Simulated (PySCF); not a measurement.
# C₃H₄BrFSi (SMILES FCC#C[SiH2]Br): what the fields show

```json
{"atom": "F", "x (Å)": "-2.9603", "y (Å)": "-0.7198", "z (Å)": "-0.1150"}
{"atom": "C", "x (Å)": "-2.1818", "y (Å)": "0.3854", "z (Å)": "-0.3755"}
{"atom": "C", "x (Å)": "-0.7810", "y (Å)": "0.1071", "z (Å)": "-0.1325"}
{"atom": "C", "x (Å)": "0.3700", "y (Å)": "-0.1756", "z (Å)": "0.0831"}
{"atom": "Si", "x (Å)": "2.1541", "y (Å)": "-0.5200", "z (Å)": "0.3878"}
{"atom": "Br", "x (Å)": "3.2183", "y (Å)": "1.3775", "z (Å)": "-0.0948"}
{"atom": "H", "x (Å)": "-2.3449", "y (Å)": "0.6529", "z (Å)": "-1.4273"}
{"atom": "H", "x (Å)": "-2.5358", "y (Å)": "1.1900", "z (Å)": "0.2816"}
{"atom": "H", "x (Å)": "2.4054", "y (Å)": "-0.7768", "z (Å)": "1.7967"}
{"atom": "H", "x (Å)": "2.6651", "y (Å)": "-1.5160", "z (Å)": "-0.5401"}
```

Geometry: GFN2-xTB.

Level of theory: B3LYP/def2-SVPD, SCF density, gas phase (PySCF 2.14.0).

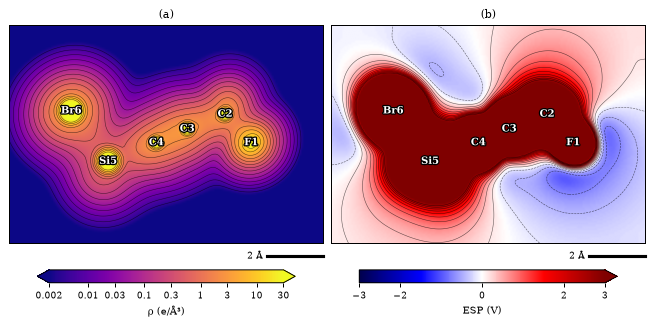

Figure 1. (a) electron density; (b) molecular electrostatic potential on the plane of atoms C4, Si5 and Br6.

> Interpret the plot.

The section cuts through F, C, Si and Br sites.
C–C (1.20 Å): ρ at the midpoint is about 2.7 e/Å³.
C–F (1.38 Å): the density is about 2.1 e/Å³ at the midpoint, with its minimum of 1.6 e/Å³ about 0.5 Å from C.
C–Si (1.84 Å): the density is about 0.95 e/Å³ at the midpoint.
Si–Br (2.23 Å): ρ at the midpoint is about 0.76 e/Å³.
Outside the dense part of the molecule the potential is most negative (−1.0 V) near F1.

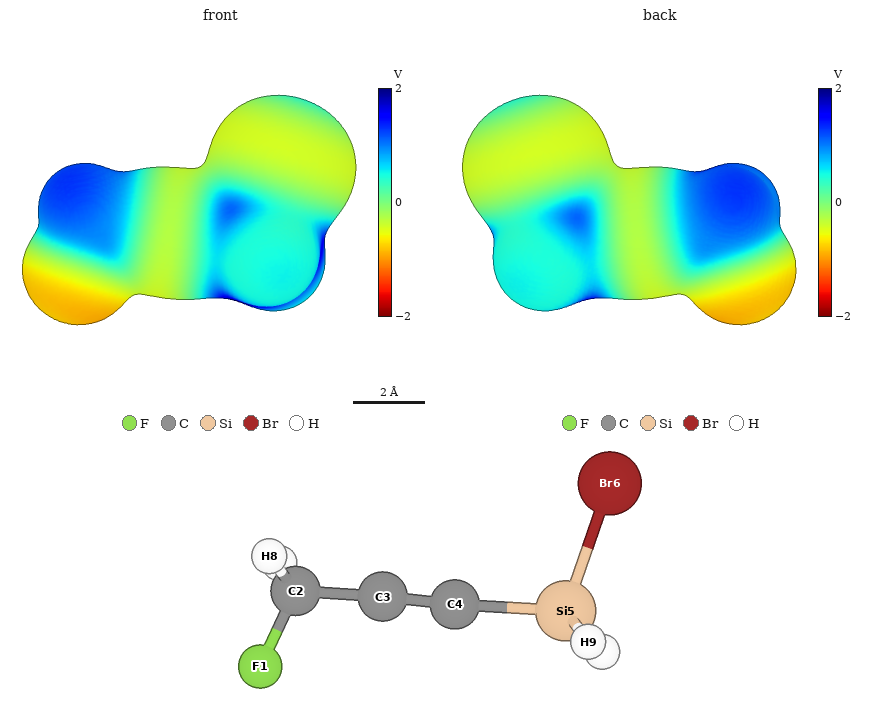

Figure 2. The electrostatic potential painted on the density surface at 0.002 e/bohr³, seen from the front and from behind; red is negative and blue positive. The bare structure is drawn below in the same view.

> Which sites attract a positive test charge, and which a negative one?

A positive charge is drawn to the negative regions and a negative charge to the positive ones. The most negative region (about −0.9 V, or −21 kcal/mol for a unit charge) lies over F1, the most positive (about +1.8 V, or +42 kcal/mol for a unit charge) over Si5. Br6 shows a σ-hole: about +0.4 V, or +9 kcal/mol for a unit charge at the tip opposite its bond, against about −0.4 V, or −9 kcal/mol for a unit charge on its flanks.

> What dipole moment does the calculation give?

Its dipole moment is 0.41 D.
